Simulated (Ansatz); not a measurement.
**From r2SCAN to G0W0: SiC (P6_3mc)**

Aim: the quasiparticle gap of SiC (P6_3mc), starting from r2SCAN.

Program: Ansatz 0.2.0. Level of theory: r2SCAN, then G0W0 on it, plane waves, PAW. Results are calculated unless marked as measured.

## (1) Set-up

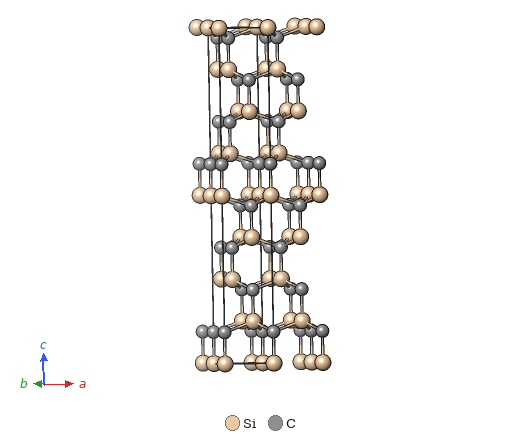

The starting structure, seen slightly off an axis (silicon light orange, carbon grey). 2×2×1 cells are drawn. Bonds to atoms that aren't drawn are left out. Some periodic images of atoms are drawn too.

The cell and positions come from the Crystallography Open Database and are kept as given unless a step says otherwise. The default PAW set here is soft_2. Its files were made with PBE.

## (2) The r2SCAN band structure

Levels along a band path and on the mesh show where this functional puts the band edges.

This step: DFT, r2SCAN, plane waves, PAW.

File input.yaml:

```yaml
crystal:
  lattice:
    - [3.079, 0.0, 0.0]
    - [-1.5395, 2.6664922183, 0.0]
    - [0.0, 0.0, 20.146]
  atoms:
    - { symbol: Si, position: [0.3333333333, 0.6666666667, 0.25] }
    - { symbol: Si, position: [0.6666666667, 0.3333333333, 0.75] }
    - { symbol: Si, position: [0.3333333333, 0.6666666667, 0.625] }
    - { symbol: Si, position: [0.6666666667, 0.3333333333, 0.125] }
    - { symbol: Si, position: [0.0, 0.0, 0.0] }
    - { symbol: Si, position: [0.0, 0.0, 0.5] }
    - { symbol: Si, position: [0.3333333333, 0.6666666667, 0.875] }
    - { symbol: Si, position: [0.6666666667, 0.3333333333, 0.375] }
    - { symbol: C, position: [0.3333333333, 0.6666666667, 0.969] }
    - { symbol: C, position: [0.6666666667, 0.3333333333, 0.469] }
    - { symbol: C, position: [0.0, 0.0, 0.094] }
    - { symbol: C, position: [0.0, 0.0, 0.594] }
    - { symbol: C, position: [0.3333333333, 0.6666666667, 0.344] }
    - { symbol: C, position: [0.6666666667, 0.3333333333, 0.844] }
    - { symbol: C, position: [0.3333333333, 0.6666666667, 0.719] }
    - { symbol: C, position: [0.6666666667, 0.3333333333, 0.219] }
kpoints:
  mp_grid: { grid: [12, 12, 2] }
  band_path:
    path:
      - [[0.0, 0.0, 0.0], [0.5, 0.0, 0.0], [0.33333333, 0.33333333, 0.0], [0.0, 0.0, 0.0], [0.0, 0.0, 0.5], [0.5, 0.0, 0.5], [0.33333333, 0.33333333, 0.5], [0.0, 0.0, 0.5]]
      - [[0.5, 0.0, 0.5], [0.5, 0.0, 0.0]]
      - [[0.33333333, 0.33333333, 0.5], [0.33333333, 0.33333333, 0.0]]
    npoints: 10
hamiltonian:
  xc: r2scan
scf:
  occupations: { method: fermi_dirac, width: 0.02 }
  n_extra_bands: 9
output:
  eigenvalues: true
  write_density: true
  write_potential: true
  elf: true
  volumetric_format: npy
```

Started as:

```
$ ansatz run input.yaml --threads 3 --pin off --max-ram 92160MiB --backend cuda --events-out ev --progress --plain --runs-dir out --devices 1 --max-vram 13GiB  # rebuilt from the run's record
```

Numbers of over 12 decimals in the logs are rounded to 6 here.

The log of the run:

```text
scf.n_extra_bands = 9 over 32 filled bands (N_el = 64.0): the run solves 41 bands
GPUs: using 1 of 1 available (devices: 1).
Engine: ansatz 0.2.0, x86_64-unknown-linux-gnu
Pseudopotentials: kind: paw
Pseudopotential: Si, paw, valence charge 4, recommended cutoff 500 eV (meta_gga), Si.paw.azcp
Pseudopotential: C, paw, valence charge 4, recommended cutoff 500 eV (meta_gga), C.paw.azcp
Functional definition: r2SCAN
  parameter k0 = 0.174
  parameter k1 = 0.065
  parameter a1 = 4.9479
  exchange = r2scan_x(k0 = k0, k1 = k1, a1 = a1)
  correlation = r2scan_c
device memory: the entry about to start is reckoned to put 4.5 GiB on a device that reports 55.9 GiB free (of which the cap on the GPU budget leaves the run 13.0 GiB)
GPU FFT provider: cuFFT
GPU libraries: cuBLAS 13.8.2, cuFFT 12.4.0, cuSOLVER 12.3.4
Crystal: 16 atoms, lattice volume = 165.401 Å³
Basis set: ecut = 500 eV, 4225 PW (Γ), exchange–correlation on 96×96×600 points (64 copies of the dense FFT grid, shifted against one another)
Bands: 41, of which v1, the nominal top of the filled ones, is band 32 counted from 1 (31 counted from 0)
Symmetry: 12 space group operations
Space group: P63mc (ITA 186), of the structure as read, at distance tolerance 5.5e-5 Å
k-points: 38 of 288
Non-local potential: Si, projectors of the file, l = 0: 2, l = 1: 2, l = 2: 2
Non-local potential: C, projectors of the file, l = 0: 2, l = 1: 2, l = 2: 1
PAW form: soft (Blöchl's): semilocal exchange-correlation on the pseudo side does not see the compensation charge
PAW frozen core: Si, regenerated for the run's functional (the file was generated under x = pbe(κ = 0.804, μ = 0.219515), c = pbe(β = 0.066725))
PAW frozen core: C, regenerated for the run's functional (the file was generated under x = pbe(κ = 0.804, μ = 0.219515), c = pbe(β = 0.066725))
PAW one-centre angular grid: Si, 302 points (default); XC on 160 Gauss nodes
PAW one-centre angular grid: C, 302 points (default); XC on 239 of its mesh's 2573 points in the sphere
Initial density: superposition of atomic densities (neutral atoms: chi_scale 0, normalization atom), corrected by the library's trained network
Initial wavefunctions: pseudopotential atomic-orbital guess
GPU buffer pool allocated for 86400 grid points (all kernels)
GPU transforms: local potential and band sums: pruned to the plane-wave sphere, on 24×24×150
Functional: x = r2scan, c = r2scan; τ floored in thin density (d = 2e-4 eV/Å³)
SCF iter   1: F=—  HF=-7130.318805 eV  |F-HF|=—  |Δ(HF+E_count)|=         —  Δρ=5.82e-3  dr2=3.78e-2  dr2_τ=1.55e0  ethr=1.77e-3  ⟨swp⟩=8.7  Hψ=8410  notcnv=0  defer=5
preconditioner: auto → none  [insulator: Δε(μ)=2.083 eV  Ē_g=11.665 eV  σ=0.020 eV  W_gap=1.00  n_scr=14 (ndim 8)  ℏωp=23.1 eV  f_vac=0.000  D(μ)=0.00/eV (n_scr^D=0)  ε∞_Penn≈4.9]
SCF iter   2: F=—  HF=-7130.672817 eV  |F-HF|=—  |Δ(HF+E_count)|=   3.54e-1  Δρ=4.05e-3  dr2=1.53e-2  dr2_τ=3.10e-4  ethr=5.90e-5  ⟨swp⟩=3.2  Hψ=3494  notcnv=0  defer=143
SCF iter   3: F=—  HF=-7130.680207 eV  |F-HF|=—  |Δ(HF+E_count)|=   7.39e-3  Δρ=1.89e-3  dr2=3.80e-2  dr2_τ=4.59e-4  ethr=2.39e-5  ⟨swp⟩=3.6  Hψ=3265  notcnv=0  defer=143  recentre
SCF iter   4: F=—  HF=-7130.672661 eV  |F-HF|=—  |Δ(HF+E_count)|=   7.55e-3  Δρ=6.50e-4  dr2=1.70e-3  dr2_τ=2.66e-5  ethr=2.39e-5  ⟨swp⟩=4.0  Hψ=3236  notcnv=0  defer=143
SCF iter   5: F=—  HF=-7130.672497 eV  |F-HF|=—  |Δ(HF+E_count)|=   1.64e-4  Δρ=2.90e-4  dr2=1.18e-4  dr2_τ=1.06e-5  ethr=2.66e-6  ⟨swp⟩=2.0  Hψ=2542  notcnv=0  defer=143
SCF iter   6: F=—  HF=-7130.672478 eV  |F-HF|=—  |Δ(HF+E_count)|=   1.90e-5  Δρ=6.79e-5  dr2=4.06e-6  dr2_τ=1.54e-7  ethr=1.84e-7  ⟨swp⟩=2.1  Hψ=2524  notcnv=0  defer=143
SCF iter   7: F=—  HF=-7130.672408 eV  |F-HF|=—  |Δ(HF+E_count)|=   7.07e-5  Δρ=1.74e-5  dr2=6.95e-7  dr2_τ=3.25e-8  ethr=6.34e-9  ⟨swp⟩=2.0  Hψ=2656  notcnv=0  defer=143
SCF iter   8: F=-7130.672407 eV  HF=-7130.672407 eV  |F-HF|=3.87e-8  |Δ(HF+E_count)|=   7.93e-8  Δρ=7.00e-6  dr2=9.04e-8  dr2_τ=1.48e-9  ethr=1.56e-10  ⟨swp⟩=9.4  Hψ=6053  notcnv=0
SCF 1 converged in 8 iterations: F = -7130.672407 eV  dr2 = 9.04e-8
  greatest PAW one-centre occupation: 0.659 electrons in one spin orbital (limit 2), on the C atom at site 13 (counted from 0), in its partial waves of l = 0
device memory: the entry about to start is reckoned to put 2.7 GiB on a device that reports 55.7 GiB free (of which the cap on the GPU budget leaves the run 13.0 GiB)
NSCF: frozen V_eff on 93 k-points
SCF converged after 8 iterations
Free energy (F): -7130.672407 eV
Harris-Foulkes:  -7130.672407 eV  (|F-HF|=3.87e-8)
Internal energy: -7130.672407 eV  (E = F + TS)
E sigma→0 (E₀):  -7130.672407 eV
Fermi energy:    10.472339 eV
--- Per-component energies (eV) ---
  E_band       = 204.239027
  E_kinetic    = 1088.189107
  E_local      = -830.274833  (includes V_loc(G=0)·N_el)
  E_nonlocal   = 402.875103
  E_hartree    = 260.556715
  E_xc         = -810.861248
  E_vxc        = -949.112411  (∫ρ·V_xc dr)
  E_paw        = -4962.309891  (= ΣΔE_a)
  E_vpaw       = -73.108988  (= ΣTr[D̂ρ^β])
  E_aug_tail   = 0.000066  (compensation charges beyond the density's cutoff)
  E_vtau       = 44.555413  (kinetic-family band-sum trace: ∫τ·v_τ [+ j·A + Jᵃ·Aᵃ] dr)
  E_ewald      = -2278.037772
  E_core_change = -0.809654  (= ΣΔE_core)
  E_smearing   = -0.000000  (= −TS)
  E_closure    = 0.000000  (closes the sum)
  Σ components = -7130.672407   (vs F -7130.672407, Δ=0.00e0)
--- Band table (eV; the first three rows and the last of 38) ---
  k-point 0: bands = [... 28 lower, 9.2174, 9.3991, 9.3991, 9.4010, 15.1821, 15.2474, 15.5820, 15.8463, ... 5 higher]
  k-point 1: bands = [... 28 lower, 9.3427, 9.3427, 9.3427, 9.3427, 15.2101, 15.2101, 15.6900, 15.6900, ... 5 higher]
  k-point 2: bands = [... 28 lower, 9.0750, 9.1299, 9.3237, 9.3500, 15.4777, 15.5760, 15.7796, 16.0674, ... 5 higher]
  k-point 37: bands = [... 28 lower, 6.6982, 6.6982, 7.3165, 7.3165, 13.4347, 13.4347, 13.8139, 13.8139, ... 5 higher]
```

Run time: 17 s. Hardware: 1 × NVIDIA H100 80GB HBM3 (shared by 6 runs) with 3 threads of AMD EPYC 7R13 (Zen 3), shared host; peak memory 1.2 GiB.

Numbers from this step:

```yaml
filled_bands: 32
gap: 2.139 eV
valence_top_at: Γ
conduction_bottom_at: M
least_direct_gap: 3.287 eV
```

Over mesh and path the gap is 2.139 eV, from k = Γ to k = (0.500, 0.000, 0.000). The least direct gap found is 3.287 eV, at k = (0.500, 0.000, 0.000).

Electronic bands along the path, in eV, zero at the top of the highest nominally filled band:

```
    point  band 29  band 30  band 31  band 32  band 33  band 34  band 35  band 36
        Γ    -0.18     0.00     0.00     0.00     5.78     5.85     6.18     6.45
        M    -1.61    -1.58    -1.44    -1.15     2.14     2.34     3.29     3.53
        K    -2.58    -2.51    -2.22    -2.22     3.72     4.47     4.58     4.58
        Γ    -0.18     0.00     0.00     0.00     5.78     5.85     6.18     6.45
        A    -0.06    -0.06    -0.06    -0.06     5.81     5.81     6.29     6.29
        L    -1.66    -1.66    -1.27    -1.27     2.27     2.27     3.33     3.33
        H    -2.70    -2.70    -2.08    -2.08     4.03     4.03     4.41     4.41
        A    -0.06    -0.06    -0.06    -0.06     5.81     5.81     6.29     6.29
jump to L    -1.66    -1.66    -1.27    -1.27     2.27     2.27     3.33     3.33
        M    -1.61    -1.58    -1.44    -1.15     2.14     2.34     3.29     3.53
jump to H    -2.70    -2.70    -2.08    -2.08     4.03     4.03     4.41     4.41
        K    -2.58    -2.51    -2.22    -2.22     3.72     4.47     4.58     4.58
```

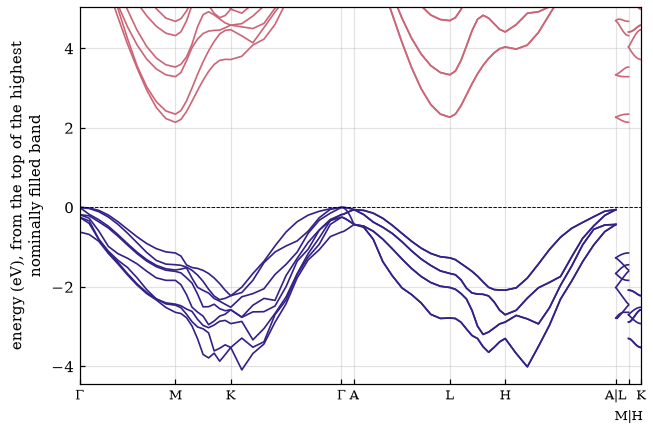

Electronic bands along the path; lines of filled and empty bands in two colours.

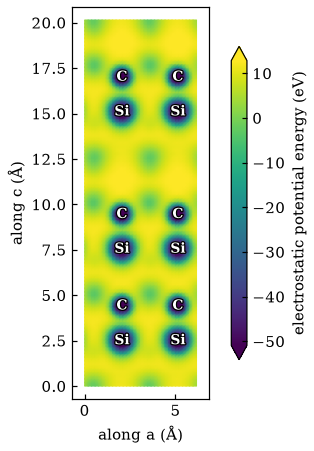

Electrostatic potential energy in the ac plane at fractional y = 0.333, with atoms of Si and C within 0.2 Å of it. With pseudopotentials it is smooth inside the atoms' cores, unlike the true potential.

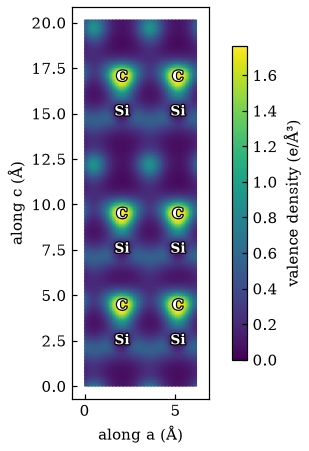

Valence density in the ac plane at fractional y = 0.333, with atoms of Si and C within 0.2 Å of it. It is the smooth field of the valence electrons, not physical close to the nuclei.

(Continued in part 2 of 2.)

[Paths, hosts, dates, memory and timing lines, banners, echoed tables and standing remarks are left out of the program output.]

[Logs are printed without paths, hosts, clocks, repeated set-up lines and the standing remarks that a program may print on its own settings, such as how far it seeks lower states.]

[Runs of the session that timed out or met a known fault of the program may be left out.]

[Cells called generated may have been cut or substituted from an entry of the Crystallography Open Database or the Materials Project.]

[Hosts, paths, dates, database ids (printed as entryN), source tags and the programs' standing remarks are cut or masked in the printed files.]

[Where an RPA ε∞ is given, it is that of the G0W0 mesh and is not shown converged in it. Names of k-points follow the symmetry that the program found, which can be lower than the space group named. Band edges on a path are those of the sampled points; other points can move an edge, and change direct to indirect where valleys lie close.]

[Hybrid gaps are those of their k-mesh and are not shown converged in it.]
